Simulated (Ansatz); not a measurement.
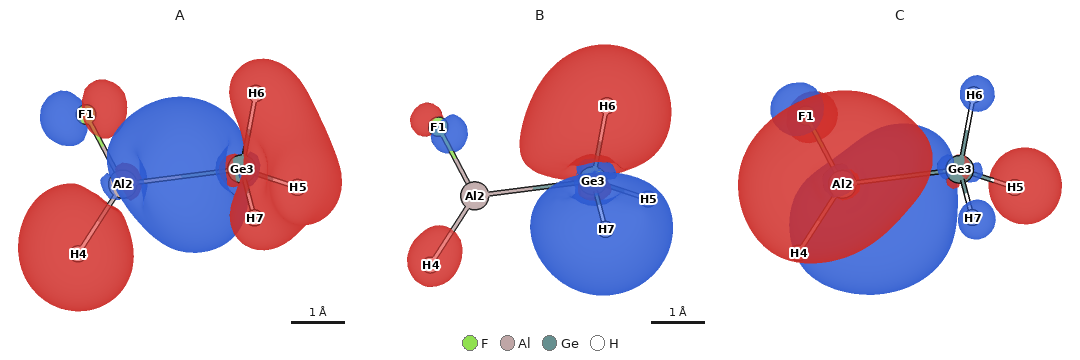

Figure. AlFGeH$_{4}$ (SMILES [F][AlH][GeH3]). Three frontier orbitals at ±0.08 Å⁻³ᐟ² (blue and red are the two phases), in no order.

Geometry: PBE0-D4/def2-TZVP.

The calculation used Ansatz 0.2.0, RKS PBE0-D4/def2-TZVPP.

```json
{"atom": "F", "x (Å)": "-2.0020", "y (Å)": "-1.4878", "z (Å)": "0.7165"}
{"atom": "Al", "x (Å)": "-0.4915", "y (Å)": "-1.3271", "z (Å)": "0.0666"}
{"atom": "Ge", "x (Å)": "0.4282", "y (Å)": "0.9603", "z (Å)": "-0.0651"}
{"atom": "H", "x (Å)": "0.2040", "y (Å)": "-2.6599", "z (Å)": "-0.4226"}
{"atom": "H", "x (Å)": "0.0957", "y (Å)": "1.5992", "z (Å)": "-1.4280"}
{"atom": "H", "x (Å)": "-0.1364", "y (Å)": "1.8870", "z (Å)": "1.0248"}
{"atom": "H", "x (Å)": "1.9633", "y (Å)": "0.9602", "z (Å)": "0.0623"}
```

**Order the three orbitals by energy and name them.**

B is the HOMO−1 (−9.65 eV). It lies mainly on Ge3 (about 45 %), H7 (about 25 %) and H6 (about 25 %). A is the HOMO (−7.86 eV). It lies mainly on Ge3 (about 40 %), Al2 (about 30 %) and H4 (about 15 %). C is the LUMO (−1.74 eV). It lies mainly on Al2 (about 70 %) and Ge3 (about 15 %).

**What is the HOMO–LUMO gap?**

6.12 eV between the orbital energies.
